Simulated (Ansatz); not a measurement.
Sn (beta-Sn type, space group I4_1/amd)

```xyz
2
Lattice="-2.9431 2.9431 1.5919 2.9431 -2.9431 1.5919 2.9431 2.9431 -1.5919" Properties=species:S:1:pos:R:3 pbc="T T T"
Sn     0.0000     2.9431     0.7959
Sn     0.0000     0.0000     0.0000
```

This relaxed cell (volume V₀) is scaled evenly in all directions, its shape held. Symmetry pins the atoms to their sites.

These are r2SCAN (plane waves to 500 eV, PAW, scalar-relativistic; Ansatz, an electronic-structure program) values and carry that method's errors. k mesh 17×17×17 (Γ-centred), Fermi-Dirac smearing 0.05 eV. The energy includes the smearing's −TS. With the shape held, the modulus is that of even scaling; a crystal free to change shape is softer. Sn was relaxed with its symmetry unable to fall. ΔE is measured from the relaxed starting cell.

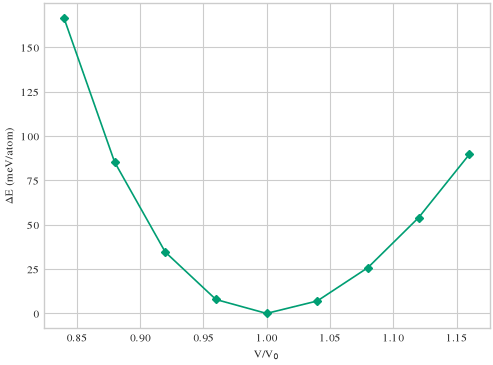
ΔE (meV/atom) against V/V₀; computed points joined by lines.

What is ΔE at V/V₀ = 0.840?

About 170 meV/atom.

What is ΔE at V/V₀ = 1.160?

About 90 meV/atom.

What bulk modulus at fixed cell shape B₀ follows from a third-order Birch-Murnaghan fit?

About 54 GPa.

(A scan under strain: stresses follow from slopes of the energy per volume, elastic moduli from its curvatures.)
